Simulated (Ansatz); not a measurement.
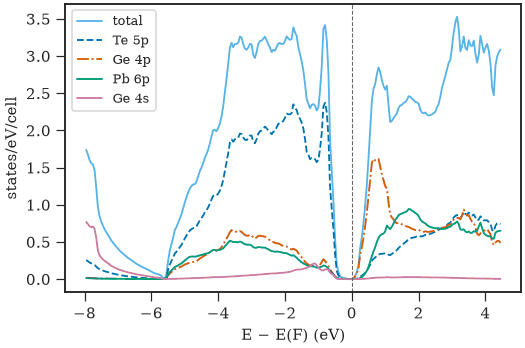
*Total and projected density of states of GeTe2Pb in space group P4/mmm (No. 123; Ge on 1a, Te on 1b, Te on 1c, Pb on 1d), the program Ansatz at the LDA level (PAW)*

Q: Which orbitals carry the states next to the Fermi level?

A: Within 0.5 eV of the Fermi level: Ge 4p 64 %, Te 5p 15 %, Pb 6p 8 %, Te 5s 7 %. Projections are on Löwdin-orthogonalised atomic valence shells; empty p or d shells of many metals are not among them.

Q: Where is the tallest occupied peak in this window, and what makes it?

A: Near -0.8 eV, about 3.4 states/eV per cell; the largest projected share is Te 5p.

The first step of the workflow began from a Materials Project structure, measured or hypothetical; the Crystallography Open Database copy checked does not list it. With Ge and Pb taken as one species the cell has the higher symmetry Fm-3m, so it may be an ordered model of a mixed-site phase. Whether it is the stable phase at ambient conditions was not checked. Symmetry was held in the LDA relaxation. At this level the phase is dynamically unstable (imaginary phonons). Spin–orbit coupling is left out wherever it is not named.

Potentials: the later of the program's two PAW sets.
